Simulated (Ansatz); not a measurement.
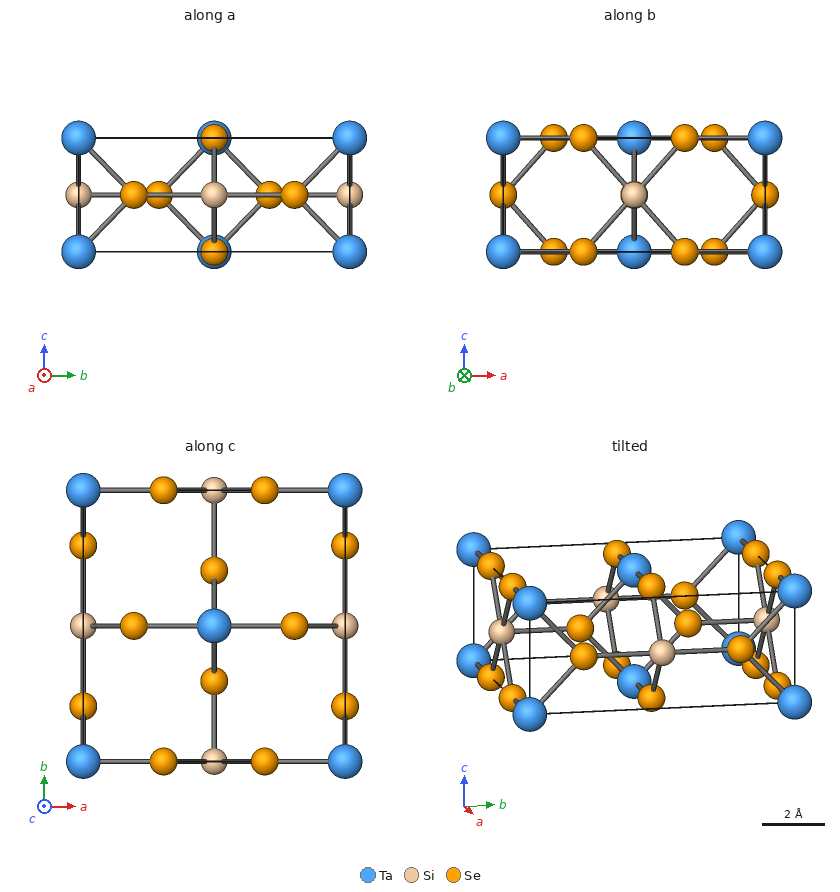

Ball-and-stick drawing of the structure, looking along the a axis, along the b axis, along the c axis and slightly off an axis. The wireframe shows the conventional unit cell.

Lattice parameters: a = 8.4929 Å, b = 8.7977 Å, c = 3.6906 Å, α = 90.000°, β = 90.000°, γ = 90.000°.

Q: Put the structure into a CIF with its space group and independent sites, with free fractional coordinates to two decimals.

A:
```cif
data_structure
_symmetry_space_group_name_H-M 'C m m m'
_symmetry_Int_Tables_number 65
_cell_length_a 8.4929
_cell_length_b 8.7977
_cell_length_c 3.6906
_cell_angle_alpha 90.000
_cell_angle_beta 90.000
_cell_angle_gamma 90.000
_cell_volume 275.76
loop_
_atom_site_label
_atom_site_type_symbol
_atom_site_symmetry_multiplicity
_atom_site_Wyckoff_symbol
_atom_site_fract_x
_atom_site_fract_y
_atom_site_fract_z
_atom_site_occupancy
Ta1 Ta 2 a 0.00 0.00 0.00 1
Si1 Si 2 c 0.50 0.00 0.50 1
Se1 Se 4 g 0.69 0.00 0.00 1
Se2 Se 4 j 0.50 0.30 0.50 1
```

Origin of the cell: a structure type filled with these elements by a generator (whether the compound takes this form wasn't checked). Earlier steps of the study may have refined or changed the cell and positions. It was set up as input for a calculation with Ansatz.
